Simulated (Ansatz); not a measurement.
Take SrTiO$_{3}$ in the cubic perovskite structure (space group Pm-3m, No. 221; a = 3.891 Å) as the base. Axes: x, y, z lie along the cube axes.

It is then changed as follows: uniaxial strain ε_xx = −1.09 %, all other strain components held at zero; the atoms relax in the strained cell.

Computed with PBEsol (Ansatz, a program for electronic structure, PAW, no spin-orbit coupling).

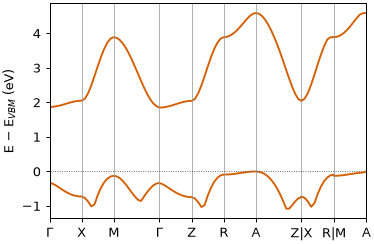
Highest valence and lowest conduction band along the path of the changed cell's own zone

Task: From the figure, how large is the changed gap, and is it direct?

Result: About 1.9 eV, indirect, A → Γ.

No phonon test of stability was made. The final runs are not spin-polarised. Many cubic perovskites are stable only at high temperature; tilts and polar distortions were not tested. Labels are those of the standard path for the cell's own space group.
